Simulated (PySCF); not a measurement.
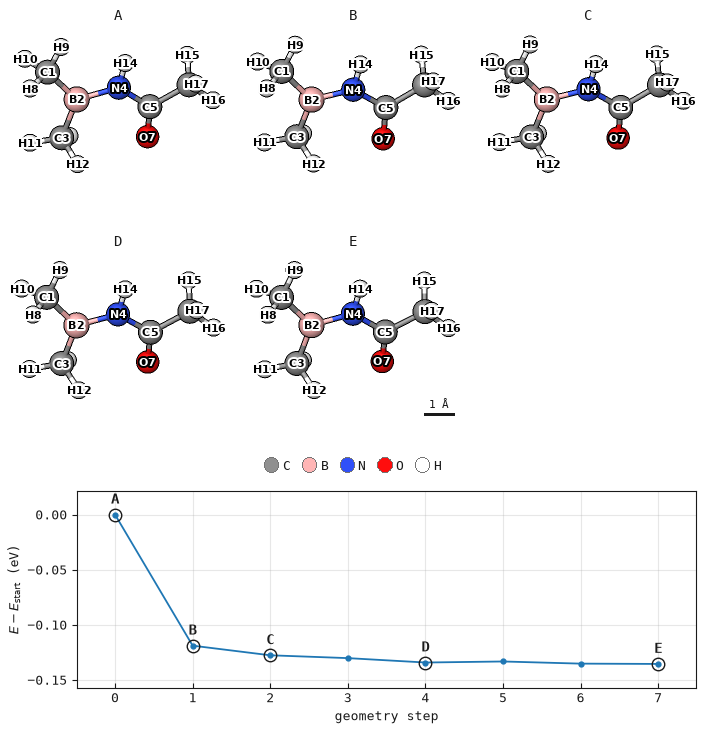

Frames of a relaxation of C$_{4}$H$_{10}$BNO, marked on the history of the run. The picture is a ball-and-stick view, seen at a tilt.

The start comes from GFN2-xTB. Its atoms were then displaced at random by about 0.01 Å.

Computed with PySCF 2.14.0, density-fitted response routines, PBE0-D3(BJ)/def2-SVP geometry optimisation, gas phase. 

Describe the path.

The largest move after the best rigid fit is that of an H atom, 0.18 Å. Largest moves by element: H 0.18 Å, O 0.06 Å, C 0.04 Å, N 0.03 Å, B 0.01 Å. Near-neighbour distances that change, for instance: C–N 1.362 → 1.391 Å, C–H 1.074 → 1.101 Å, B–N 1.464 → 1.438 Å, B–C 1.554 → 1.577 Å. Among the angles between lasting bonds that change: B–C–H 112.6° → 109.1°, C–N–H 117.4° → 113.9°, N–C–C 111.3° → 114.3°. Over 7 geometry steps the energy falls by 0.135 eV. From step 0 to 1: the O atom moves most (0.14 Å), energy −0.119 eV. From step 1 to 2: the O atom moves most (0.07 Å), energy −0.009 eV. From step 2 to 4: the O atom moves most (0.11 Å), energy −0.007 eV. From step 4 to 7: the O atom moves most (0.03 Å), energy −0.001 eV.
